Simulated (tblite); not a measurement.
Geometry relaxation of CH$_{7}$FGeNSi (part 2 of 2)

The same run, continued: CH$_{7}$FGeNSi, multiplicity 2, SMILES [CH3][Ge]([F])[NH][SiH3]; GFN2-xTB geometry optimisation, gas phase (tblite 0.8.0). 

Geometry of the input (Å):
```
Ge -1.2066  0.3658  -0.9749
N  0.3008  0.8538  0.0934
Si 1.7388  -0.2179  0.0120
C  -0.7857  -0.7637  -2.4685
F  -2.6830  0.0152  -0.1128
H  0.5117  1.8657  0.1605
H  2.3870  -0.2345  1.2937
H  2.6464  0.2420  -0.9804
H  1.3271  -1.5411  -0.3033
H  -1.0853  -1.7532  -2.2831
H  -1.3292  -0.4456  -3.3179
H  0.2255  -0.7375  -2.6605
```

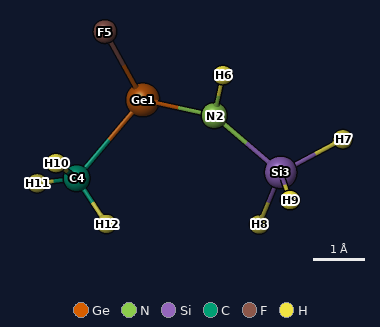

*The geometry at step 144 of the log (ball-and-stick view, seen at a tilt; atoms are numbered from 1 in the order of the input).*

## Trajectory as extended XYZ, continued
```
12
Properties=species:S:1:pos:R:3:forces:R:3 step=88 energy=-464.71402
Ge   -0.7588    0.9374   -1.4192   -0.0510  -0.0480  -0.0130
N     0.2714    0.2995    0.0058    0.0190  -0.0430  -0.0770
Si    1.9475   -0.1226    0.0877    0.0070  -0.0660  -0.0270
C    -0.9785   -0.7869   -2.5892    0.0090  -0.0430   0.0180
F    -2.3655    0.8272   -0.5237    0.0340   0.0150   0.0050
H    -0.1865    0.4228    0.8942   -0.0400   0.0170   0.0760
H     2.5179    0.4055    1.3259   -0.0050   0.0350   0.0210
H     2.5877    0.4499   -1.0967    0.0240   0.0210  -0.0220
H     2.0607   -1.5878    0.0463   -0.0200   0.0220   0.0090
H    -1.3157   -1.5512   -1.8986   -0.0020   0.0480  -0.0160
H    -1.7174   -0.6050   -3.3607    0.0380   0.0170   0.0290
H    -0.0153   -1.0396   -3.0135   -0.0130   0.0240  -0.0030
12
Properties=species:S:1:pos:R:3:forces:R:3 step=96 energy=-464.71636
Ge   -0.7375    0.9156   -1.4272   -0.0200   0.0050  -0.0030
N     0.2821    0.2419   -0.0112   -0.0160   0.0000  -0.0080
Si    1.9726   -0.1122    0.1029    0.0100  -0.0180   0.0070
C    -1.0127   -0.7907   -2.6039    0.0150   0.0150  -0.0040
F    -2.3306    0.8527   -0.5101   -0.0050   0.0020   0.0070
H    -0.1903    0.3585    0.8731    0.0040  -0.0070   0.0090
H     2.4976    0.4693    1.3397    0.0010   0.0070  -0.0020
H     2.6156    0.4696   -1.0773    0.0040  -0.0120  -0.0060
H     2.1258   -1.5731    0.0992    0.0010   0.0170  -0.0010
H    -1.3897   -1.5436   -1.9236    0.0070   0.0080  -0.0090
H    -1.7315   -0.5697   -3.3829    0.0030   0.0000   0.0050
H    -0.0538   -1.0692   -3.0205   -0.0040  -0.0180   0.0060
12
Properties=species:S:1:pos:R:3:forces:R:3 step=104 energy=-464.71669
Ge   -0.7407    0.9159   -1.4261    0.0030   0.0020  -0.0020
N     0.2814    0.2342   -0.0151   -0.0070   0.0110   0.0130
Si    1.9739   -0.1096    0.1048    0.0160  -0.0190  -0.0030
C    -1.0136   -0.7881   -2.6065    0.0040   0.0020  -0.0010
F    -2.3305    0.8542   -0.5030   -0.0060  -0.0050   0.0010
H    -0.1889    0.3469    0.8713   -0.0050  -0.0050  -0.0070
H     2.4958    0.4820    1.3389   -0.0050   0.0010  -0.0110
H     2.6207    0.4633   -1.0777   -0.0030  -0.0010  -0.0060
H     2.1314   -1.5695    0.1062    0.0020   0.0070   0.0100
H    -1.3966   -1.5381   -1.9268   -0.0070   0.0000   0.0000
H    -1.7289   -0.5648   -3.3878    0.0000   0.0010  -0.0010
H    -0.0565   -1.0772   -3.0199    0.0050   0.0060   0.0080
12
Properties=species:S:1:pos:R:3:forces:R:3 step=112 energy=-464.71744
Ge   -0.7423    0.9240   -1.4184   -0.0140  -0.0260  -0.0260
N     0.2862    0.2170   -0.0250   -0.0070  -0.0030  -0.0140
Si    1.9813   -0.1110    0.1049    0.0010   0.0370   0.0050
C    -1.0203   -0.7750   -2.6109   -0.0080  -0.0060   0.0050
F    -2.3270    0.8418   -0.4844    0.0040   0.0010  -0.0050
H    -0.1971    0.2965    0.8578    0.0090  -0.0050   0.0170
H     2.4919    0.5332    1.3177    0.0130  -0.0180  -0.0030
H     2.6240    0.4372   -1.0920   -0.0170  -0.0150  -0.0050
H     2.1523   -1.5678    0.1532    0.0010   0.0030   0.0130
H    -1.4330   -1.5133   -1.9356   -0.0070  -0.0010  -0.0020
H    -1.7108   -0.5501   -3.4139    0.0020   0.0250   0.0120
H    -0.0577   -1.0833   -2.9954    0.0230   0.0080   0.0040
12
Properties=species:S:1:pos:R:3:forces:R:3 step=120 energy=-464.71943
Ge   -0.7602    0.9331   -1.4032   -0.0020  -0.0120   0.0080
N     0.2854    0.1876   -0.0407   -0.0070  -0.0030   0.0200
Si    1.9860   -0.1043    0.0983    0.0020   0.0140   0.0170
C    -1.0221   -0.7541   -2.6115   -0.0040   0.0020   0.0010
F    -2.3385    0.8243   -0.4579    0.0150  -0.0050  -0.0060
H    -0.2035    0.2058    0.8431    0.0030   0.0100   0.0030
H     2.5078    0.6084    1.2681    0.0090   0.0080  -0.0150
H     2.6065    0.3714   -1.1393   -0.0200  -0.0020  -0.0030
H     2.1749   -1.5514    0.2477   -0.0040  -0.0120   0.0010
H    -1.4863   -1.4838   -1.9603    0.0060   0.0030  -0.0150
H    -1.6620   -0.5137   -3.4512    0.0190   0.0080   0.0060
H    -0.0404   -1.0741   -2.9349   -0.0170  -0.0100  -0.0160
12
Properties=species:S:1:pos:R:3:forces:R:3 step=128 energy=-464.72333
Ge   -0.7680    0.9201   -1.3506    0.0130   0.0050   0.0260
N     0.2922    0.1134   -0.0335   -0.0400  -0.0390   0.0170
Si    2.0044   -0.0849    0.1074    0.0040  -0.0690   0.0250
C    -1.0345   -0.7093   -2.6328   -0.0010  -0.0320  -0.0600
F    -2.3388    0.7598   -0.3991    0.0120  -0.0130  -0.0090
H    -0.2128    0.0199    0.8366    0.0240   0.0400   0.0120
H     2.5516    0.8208    1.1243   -0.0020  -0.0070  -0.0190
H     2.5494    0.2149   -1.2173    0.0070  -0.0040   0.0040
H     2.2354   -1.4890    0.4812   -0.0020   0.0800  -0.0130
H    -1.6329   -1.4117   -2.0651    0.0020   0.0380  -0.0360
H    -1.5419   -0.3894   -3.5353   -0.0130  -0.0240   0.0430
H    -0.0565   -1.1154   -2.8574   -0.0030   0.0240   0.0110
12
Properties=species:S:1:pos:R:3:forces:R:3 step=136 energy=-464.72780
Ge   -0.7956    0.9034   -1.3018    0.0290  -0.0300   0.0020
N     0.2736    0.0981    0.0082   -0.0050  -0.0120  -0.0210
Si    1.9894   -0.0926    0.0963   -0.0070  -0.0530  -0.0250
C    -1.0119   -0.6863   -2.6546    0.0330   0.0650   0.0300
F    -2.3479    0.6692   -0.3497   -0.0670  -0.0020  -0.0020
H    -0.1973    0.0423    0.8998   -0.0130   0.0230   0.0020
H     2.5788    0.9050    0.9933    0.0280   0.0190   0.0100
H     2.4751    0.0761   -1.2746    0.0150   0.0030   0.0120
H     2.2259   -1.4528    0.5901    0.0210   0.0150   0.0090
H    -1.6704   -1.3846   -2.1570   -0.0050  -0.0270   0.0170
H    -1.4456   -0.3251   -3.5770   -0.0150   0.0010  -0.0340
H    -0.0266   -1.1035   -2.8147   -0.0150  -0.0010  -0.0020
12
Properties=species:S:1:pos:R:3:forces:R:3 step=144 energy=-464.73010
Ge   -0.8208    0.8975   -1.2751    0.0070  -0.0020  -0.0100
N     0.2594    0.1023    0.0331   -0.0070   0.0030   0.0010
Si    1.9760   -0.1091    0.0843   -0.0050  -0.0020   0.0030
C    -0.9887   -0.6683   -2.6526   -0.0020   0.0080   0.0070
F    -2.3925    0.6289   -0.3548   -0.0040  -0.0030  -0.0020
H    -0.1947    0.0884    0.9356    0.0190  -0.0040  -0.0060
H     2.6122    0.9120    0.9247   -0.0070   0.0020  -0.0010
H     2.4332    0.0111   -1.3015    0.0010  -0.0090   0.0050
H     2.2167   -1.4504    0.6233    0.0030   0.0030   0.0040
H    -1.6512   -1.3819   -2.1802    0.0040  -0.0020   0.0010
H    -1.4046   -0.3035   -3.5833   -0.0020  -0.0030   0.0010
H     0.0025   -1.0780   -2.7952   -0.0070   0.0100  -0.0050
12
Properties=species:S:1:pos:R:3:forces:R:3 step=152 energy=-464.73048
Ge   -0.8172    0.8940   -1.2704    0.0060  -0.0090   0.0070
N     0.2622    0.0874    0.0347   -0.0060   0.0010  -0.0050
Si    1.9807   -0.1091    0.0877   -0.0080   0.0090  -0.0080
C    -0.9947   -0.6612   -2.6558   -0.0020  -0.0060  -0.0050
F    -2.3942    0.6220   -0.3612    0.0010   0.0010   0.0090
H    -0.1862    0.0696    0.9399   -0.0070   0.0000  -0.0110
H     2.6035    0.9371    0.9072    0.0050  -0.0030  -0.0030
H     2.4332   -0.0133   -1.3013    0.0060  -0.0050   0.0060
H     2.2351   -1.4365    0.6529    0.0000   0.0010   0.0080
H    -1.6637   -1.3734   -2.1897    0.0110   0.0050   0.0000
H    -1.4047   -0.2901   -3.5866   -0.0060   0.0030   0.0050
H    -0.0064   -1.0774   -2.7991    0.0020   0.0030  -0.0030
12
Properties=species:S:1:pos:R:3:forces:R:3 step=160 energy=-464.73124
Ge   -0.8200    0.8836   -1.2563   -0.0030   0.0090  -0.0040
N     0.2670    0.0552    0.0267   -0.0210   0.0070   0.0230
Si    1.9882   -0.1053    0.0953    0.0260  -0.0100  -0.0190
C    -1.0065   -0.6431   -2.6685    0.0220   0.0050  -0.0150
F    -2.3867    0.5906   -0.3350   -0.0030   0.0020   0.0030
H    -0.1896    0.0231    0.9276    0.0130  -0.0100  -0.0050
H     2.5965    0.9980    0.8487    0.0020   0.0030  -0.0070
H     2.4444   -0.0916   -1.2967   -0.0040   0.0050   0.0190
H     2.2651   -1.3884    0.7451   -0.0110  -0.0010   0.0080
H    -1.6904   -1.3533   -2.2236   -0.0090  -0.0120   0.0080
H    -1.3978   -0.2491   -3.5973   -0.0220   0.0030  -0.0110
H    -0.0227   -1.0706   -2.8078    0.0100  -0.0030   0.0000
12
Properties=species:S:1:pos:R:3:forces:R:3 step=168 energy=-464.73200
Ge   -0.8330    0.8766   -1.2314    0.0080   0.0050  -0.0040
N     0.2647    0.0336    0.0343   -0.0020  -0.0020   0.0070
Si    1.9882   -0.1096    0.0962    0.0100   0.0040  -0.0020
C    -1.0023   -0.6176   -2.6818    0.0080  -0.0060  -0.0040
F    -2.3969    0.5498   -0.3170   -0.0010  -0.0020   0.0010
H    -0.1853   -0.0200    0.9373   -0.0060   0.0040  -0.0040
H     2.6044    1.0558    0.7435   -0.0020   0.0040  -0.0020
H     2.4328   -0.2056   -1.2953   -0.0030  -0.0030   0.0040
H     2.2697   -1.3277    0.8575   -0.0010  -0.0090   0.0000
H    -1.6852   -1.3414   -2.2573   -0.0070  -0.0120   0.0120
H    -1.3935   -0.2056   -3.6033   -0.0010   0.0040  -0.0030
H    -0.0159   -1.0390   -2.8244   -0.0020   0.0130  -0.0080
12
Properties=species:S:1:pos:R:3:forces:R:3 step=176 energy=-464.73258
Ge   -0.8353    0.8772   -1.2164    0.0100   0.0110  -0.0020
N     0.2559    0.0175    0.0434    0.0020  -0.0050  -0.0120
Si    1.9804   -0.1233    0.0958   -0.0080   0.0160   0.0000
C    -0.9910   -0.5974   -2.6847    0.0090   0.0020  -0.0040
F    -2.4035    0.5379   -0.3170   -0.0120  -0.0040   0.0080
H    -0.1947   -0.0391    0.9458    0.0080   0.0020   0.0020
H     2.5981    1.0889    0.6484    0.0110   0.0010   0.0110
H     2.4170   -0.3121   -1.2890   -0.0100  -0.0040   0.0010
H     2.2683   -1.2862    0.9355    0.0010  -0.0080   0.0070
H    -1.6296   -1.3564   -2.2525   -0.0050  -0.0070   0.0040
H    -1.4255   -0.1851   -3.5863   -0.0100  -0.0020  -0.0040
H     0.0074   -0.9729   -2.8648    0.0050  -0.0030  -0.0110
12
Properties=species:S:1:pos:R:3:forces:R:3 step=184 energy=-464.73332
Ge   -0.8364    0.8899   -1.2215   -0.0250   0.0080  -0.0220
N     0.2455    0.0431    0.0488    0.0330  -0.0290   0.0130
Si    1.9657   -0.1367    0.0957    0.0250  -0.0020   0.0060
C    -0.9723   -0.5954   -2.6809    0.0150   0.0030  -0.0100
F    -2.4100    0.5409   -0.3345   -0.0090   0.0060   0.0070
H    -0.2007    0.0015    0.9533   -0.0170   0.0040   0.0250
H     2.6167    1.0645    0.6343    0.0030   0.0020   0.0010
H     2.3803   -0.3533   -1.2911    0.0110   0.0030  -0.0070
H     2.2418   -1.2970    0.9448   -0.0180   0.0060  -0.0030
H    -1.5394   -1.3930   -2.2179    0.0060   0.0120  -0.0060
H    -1.4799   -0.2069   -3.5548   -0.0070  -0.0150  -0.0020
H     0.0363   -0.9085   -2.9179   -0.0180   0.0010  -0.0030
12
Properties=species:S:1:pos:R:3:forces:R:3 step=192 energy=-464.73445
Ge   -0.8195    0.8853   -1.2421   -0.0110   0.0040  -0.0040
N     0.2593    0.0405    0.0385    0.0020   0.0040  -0.0030
Si    1.9800   -0.1311    0.1124   -0.0100   0.0060   0.0010
C    -0.9920   -0.6060   -2.6924    0.0110  -0.0070  -0.0040
F    -2.3945    0.5649   -0.3449    0.0010   0.0060   0.0020
H    -0.1985    0.0116    0.9385    0.0010  -0.0040   0.0060
H     2.6190    1.0579    0.6919   -0.0020   0.0010  -0.0080
H     2.4197   -0.3201   -1.2706    0.0080   0.0050  -0.0010
H     2.2344   -1.3065    0.9455    0.0030  -0.0160   0.0070
H    -1.5127   -1.4155   -2.1967    0.0000   0.0070  -0.0070
H    -1.5566   -0.2351   -3.5391    0.0080  -0.0080   0.0180
H     0.0091   -0.8969   -2.9830   -0.0100   0.0030  -0.0060
12
Properties=species:S:1:pos:R:3:forces:R:3 step=199 energy=-464.73477
Ge   -0.8115    0.8937   -1.2577    0.0030  -0.0020  -0.0040
N     0.2593    0.0519    0.0317    0.0060  -0.0020  -0.0010
Si    1.9781   -0.1329    0.1159    0.0000  -0.0010   0.0030
C    -0.9917   -0.6169   -2.6881    0.0030  -0.0030   0.0010
F    -2.3891    0.5991   -0.3576   -0.0030   0.0000   0.0010
H    -0.2031    0.0231    0.9295   -0.0020   0.0010   0.0030
H     2.6168    1.0365    0.7336   -0.0020   0.0020   0.0020
H     2.4343   -0.2820   -1.2665   -0.0010  -0.0020  -0.0050
H     2.2205   -1.3355    0.9155   -0.0020   0.0030  -0.0020
H    -1.4724   -1.4351   -2.1675    0.0010   0.0010  -0.0010
H    -1.5978   -0.2685   -3.5148   -0.0010   0.0030   0.0020
H     0.0043   -0.8842   -3.0157   -0.0010   0.0010   0.0010
```

## Key numbers

- outcome: converged
- total energy: −464.7348 eV
- wall time: 3.9 s
- peak memory: 0.18 GiB
